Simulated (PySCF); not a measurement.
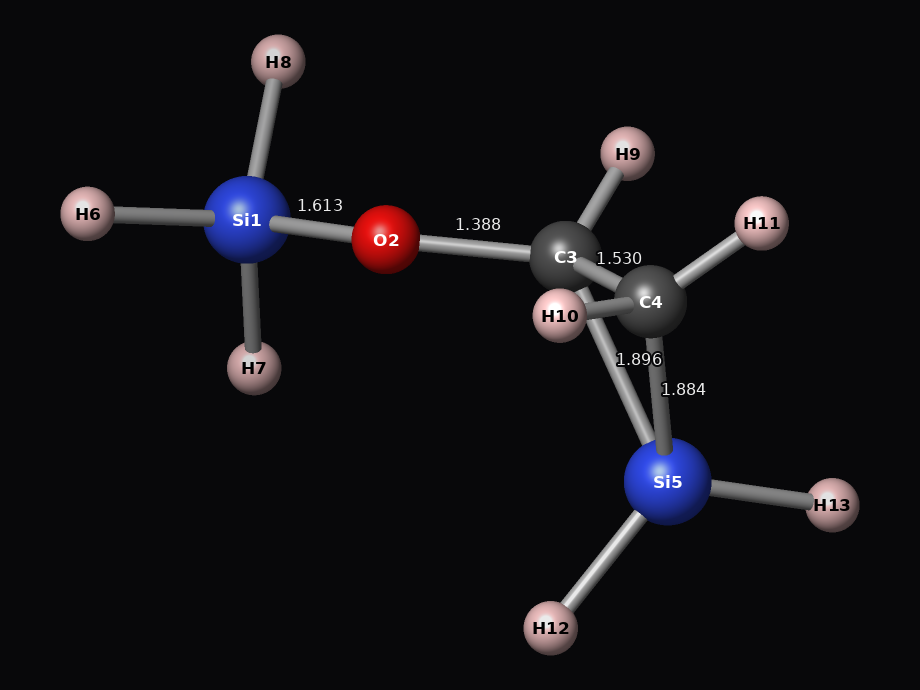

The numbers beside the sticks are distances in Å. Sticks don't show bond order. Computed geometry: GFN2-xTB optimisation. No frequency run is at hand to confirm it as a minimum.

Assign a bond order to each marked bond.

Si1–O2 single; O2–C3 single; C3–C4 single; C3–Si5 single; C4–Si5 single.

Write the SMILES.

[SiH3]O[C@H]1C[SiH2]1
